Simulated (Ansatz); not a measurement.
# AlGaPH (triplet): one geometry, many settings

What do other methods and options give for AlGaPH (triplet) at this geometry, and how long do they take?

Program: Ansatz 0.2.0, Gaussian basis. Level of theory: the settings change from run to run. These are calculated values, not measurements.

43 further runs of the same task are left out: 1 for a known fault of the program, 29 that didn't finish, 13 set aside as unsound or not needed.

## (1) What is computed

The geometry is a PBE0/def2-TZVP stationary point (not a proven minimum). No spin-orbit coupling is included. The filled d shell of Ga may be among the frozen orbitals whatever the setting's name suggests; the logs give the count.

4 atoms, charge 0, spin multiplicity 3.

Atoms are counted from 1 here; the program's logs count them from 0.

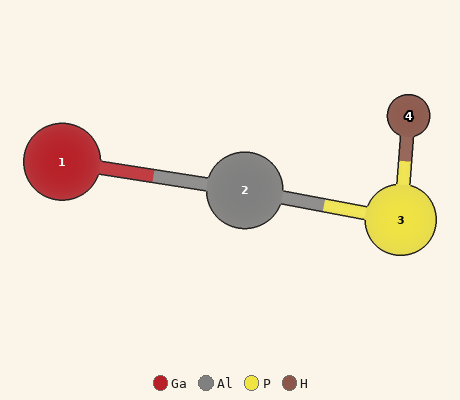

The structure; gallium red, aluminium grey, phosphorus yellow, hydrogen brown; atoms are numbered from 1 in the order of the file.

## (2) MP2 on ROHF/cc-pVDZ

File in.yaml:

```yaml
crystal:
  periodic: [false, false, false]
  atoms:
    - {symbol: Ga, position_ang: [0.000004, -0.313225, 2.962084]}
    - {symbol: Al, position_ang: [-0.000020, -0.322225, 0.427096]}
    - {symbol: P, position_ang: [0.000009, -0.397714, -1.748137]}
    - {symbol: H, position_ang: [0.000007, 1.033163, -1.641043]}
basis:
  gaussian: {orbitals: cc-pVDZ, fitting: {mean_field: def2-universal-jkfit}}
magnetization: {spin_polarized: false, initial_magnetization: 2}
correlation: {method: mp2, electrons: outside_noble_gas}
```

Started as:

```
> ansatz run in.yaml --threads 1 --pin off --events-out ev --progress --plain --max-ram 2393MiB
```

What it wrote:

```text
Functional definition: HF
  name "HF"
  cite "Fock, Z. Phys. 61, 126 (1930) doi:10.1007/BF01340294"
  parent pbe
  exchange = exact_x
  correlation = 0
540 factors; integrals over basis functions are off by at most 3.8e-1 eV
mean field evaluation 1: about -68200.3001 eV, gradient 1.4e1 eV
mean field evaluation 2: about -68200.8326 eV, gradient 1.4e1 eV
mean field evaluation 4: about -68202.1940 eV, gradient 1.3e0 eV
mean field evaluation 8: about -68202.3406 eV, gradient 1.9e-1 eV
mean field evaluation 16: about -68202.3272 eV, gradient 4.6e-1 eV
mean field evaluation 32: about -68202.2664 eV, gradient 3.9e-1 eV
mean field evaluation 64: about -68202.3450 eV, gradient 1.7e-2 eV
mean field -68202.34503601 eV, -2506.3899508635 hartree, gradient 2.9e-6 eV, S^2 2.000000; 11 other end points of the search recorded, 0 dependent functions left out
mean field evaluation 96: about -68202.5516 eV, gradient 8.3e-2 eV
unrestricted determinant -68202.55245009 eV, -2506.3975731904 hartree, S^2 2.5318
24 core orbitals not correlated: weight in the atoms' cores, before any rotation towards them, 1.000 or more for the frozen orbitals, at most 0.000 for the correlated occupied ones
reference -68202.34503601 eV, -2506.3899508635 hartree; 7, 5 occupied and 37, 39 virtual orbitals, 540 factors
second order -5.61781148 eV of doubles, -0.06171969 eV of singles
Total energy: -68208.02456718 eV, -2506.5986697841 hartree
```

It took 27 s on 1 thread of Intel Xeon at 2.50GHz, shared host.

## (3) MP2 on UHF/def2-SVP

in.yaml, as its differences from that of step 2:

```diff
@@ -8,4 +8,5 @@
 basis:
-  gaussian: {orbitals: cc-pVDZ, fitting: {mean_field: def2-universal-jkfit}}
-magnetization: {spin_polarized: false, initial_magnetization: 2}
+  gaussian: {orbitals: def2-SVP}
+magnetization: {spin_polarized: true, initial_magnetization: 2}
 correlation: {method: mp2, electrons: outside_noble_gas}
+output: {forces: true}
```

The command is unchanged.

What it wrote, shortened:

```text
Functional definition: HF
  name "HF"
  cite "Fock, Z. Phys. 61, 126 (1930) doi:10.1007/BF01340294"
  parent pbe
[...]
688 factors; integrals over basis functions are off by at most 1.4e-3 eV
[...]
mean field -68191.47549839 eV, -2505.9905027236 hartree, gradient 2.5e-6 eV, S^2 2.558929; 15 other end points of the search recorded, 0 dependent functions left out
24 core orbitals not correlated: weight in the atoms' cores, before any rotation towards them, 1.000 or more for the frozen orbitals, at most 0.000 for the correlated occupied ones
reference -68191.47549839 eV, -2505.9905027236 hartree; 7, 5 occupied and 42, 44 virtual orbitals, 688 factors
second order -5.02354029 eV of doubles, -0.00000000 eV of singles
[...]
Total energy: -68196.49903868 eV, -2506.1751144241 hartree
Atom 0 at     0.000004    -0.313225     2.962084 Å, force    -0.000008     0.006947     0.089555 eV/Å
Atom 1 at    -0.000020    -0.322225     0.427096 Å, force     0.000034    -0.012972    -1.196086 eV/Å
Atom 2 at     0.000009    -0.397714    -1.748137 Å, force    -0.000025     0.028710     1.047267 eV/Å
Atom 3 at     0.000007     1.033163    -1.641043 Å, force    -0.000001    -0.022685     0.059265 eV/Å
Dipole moment:    -0.000014     0.101344     1.008460 e Å
```

Run time: 84 s. Hardware: 1 thread of Intel Xeon at 2.50GHz, shared host.

From the report: ⟨S²⟩ of the determinant 2.559 (pure triplet: 2.00). The determinant is far from a pure spin state, so its energy mixes those of several spin states (harmless only where they are near-degenerate, as at dissociation).

## (4) CCSD/6-31G

in.yaml, as its differences from that of step 3:

```diff
@@ -8,5 +8,5 @@
 basis:
-  gaussian: {orbitals: def2-SVP}
+  gaussian: {orbitals: 6-31G}
 magnetization: {spin_polarized: true, initial_magnetization: 2}
-correlation: {method: mp2, electrons: outside_noble_gas}
-output: {forces: true}
+hamiltonian: {xc: {name: B3LYP}}
+correlation: {method: ccsd, electrons: valence}
```

Same command.

What it wrote, shortened:

```text
Functional definition: B3LYP
  name "B3LYP"
  cite "Stephens, Devlin, Chabalowski & Frisch, J. Phys. Chem. 98, 11623 (1994) doi:10.1021/j100096a001"
  cite "Becke, Phys. Rev. A 38, 3098 (1988) doi:10.1103/PhysRevA.38.3098"
  cite "Lee, Yang & Parr, Phys. Rev. B 37, 785 (1988) doi:10.1103/PhysRevB.37.785"
  cite "Vosko, Wilk & Nusair, Can. J. Phys. 58, 1200 (1980) doi:10.1139/p80-159"
[...]
561 factors; integrals over basis functions are off by at most 2.5e-4 eV
[...]
mean field -68268.93950258 eV, -2508.8372523706 hartree, gradient 4.4e-6 eV, S^2 2.008053; 10 other end points of the search recorded, 0 dependent functions left out
19 core orbitals not correlated: weight in the atoms' cores, before any rotation towards them, 1.000 or more for the frozen orbitals, at most 0.000 for the correlated occupied ones
reference -68191.50459886 eV, -2505.9915721461 hartree; 12, 10 occupied and 26, 28 virtual orbitals, 561 factors
second order -8.22310328 eV of doubles, -0.36905885 eV of singles
cycle   1  -8.05662993 eV  change    5.2e-1 eV  update   1.4e-1
[...]
cycle  13  -8.54234611 eV  change   -2.0e-5 eV  update   2.6e-5
WARN: the results are in doubt because among natural orbitals full CI differs from the method by -0.096 eV
Total energy: -68200.04694497 eV, -2506.3054975754 hartree
In doubt: among natural orbitals full CI differs from the method by -0.096 eV
```

Run time: 32 s. Hardware: 1 thread of Intel Xeon at 2.50GHz, shared host.

From the report: ⟨S²⟩ of the determinant 2.008 (pure triplet: 2.00); correlation -8.5423 eV; T1 0.025; largest double amplitude 0.08. The orbitals are Kohn-Sham ones, so correlation energy and T1 don't compare with those on Hartree-Fock orbitals. Mind the lines of doubt at the end of the log.

## (5) HF/STO-3G

in.yaml, as its differences from that of step 4:

```diff
@@ -8,5 +8,6 @@
 basis:
-  gaussian: {orbitals: 6-31G}
-magnetization: {spin_polarized: true, initial_magnetization: 2}
-hamiltonian: {xc: {name: B3LYP}}
-correlation: {method: ccsd, electrons: valence}
+  gaussian: {orbitals: STO-3G}
+magnetization: {spin_polarized: false, initial_magnetization: 2}
+hamiltonian: {xc: hf}
+scf: {lower_state_search: light}
+output: {forces: true, orbitals: {seedname: orbitals}}
```

Same command.

What it wrote, shortened:

```text
Functional definition: HF
  name "HF"
  cite "Fock, Z. Phys. 61, 126 (1930) doi:10.1007/BF01340294"
  parent pbe
[...]
373 factors; integrals over basis functions are off by at most 8.8e-5 eV
[...]
mean field -67413.84106430 eV, -2477.4129643702 hartree, gradient 1.3e-8 eV, S^2 2.000000; 9 other end points of the search recorded, 0 dependent functions left out
[...]
reference -67413.84106430 eV, -2477.4129643702 hartree; 31, 29 occupied and 6, 8 virtual orbitals, 373 factors
Total energy: -67413.84106430 eV, -2477.4129643702 hartree
Atom 0 at     0.000004    -0.313225     2.962084 Å, force    -0.000026     0.019744    -1.964104 eV/Å
Atom 1 at    -0.000020    -0.322225     0.427096 Å, force     0.000020    -0.266945     3.021220 eV/Å
Atom 2 at     0.000009    -0.397714    -1.748137 Å, force    -0.000002     1.370451    -0.588808 eV/Å
Atom 3 at     0.000007     1.033163    -1.641043 Å, force     0.000007    -1.123251    -0.468308 eV/Å
Dipole moment:    -0.000019     0.045214    -1.408096 e Å
```

It took 33 s on 1 thread of Intel Xeon at 2.50GHz, shared host.

## (6) All runs side by side

 † marks a result that the program doubts.

| level | correlated | functions | energy (eV) | time |
| --- | --- | --- | --- | --- |
| MP2 on ROHF/cc-pVDZ | outside noble gas | 68 | -68208.0246 | 27 s |
| MP2 on UHF/def2-SVP | outside noble gas | 73 | -68196.4990 | 84 s |
| CCSD/6-31G (on B3LYP orbitals) † | valence | 57 | -68200.0469 | 32 s |
| HF/STO-3G |  | 37 | -67413.8411 | 33 s |

## (7) Summary of results

| quantity | value |
| --- | --- |
| runs | 4 |
| quickest | MP2 on ROHF/cc-pVDZ, 27 s |
| slowest | MP2 on UHF/def2-SVP, 84 s |

In words: Total energies in different bases, with other cores or another treatment of relativity can't be set against each other. MP2 on UHF/def2-SVP took 3 times as long as MP2 on ROHF/cc-pVDZ; the jobs differ in more than the method.
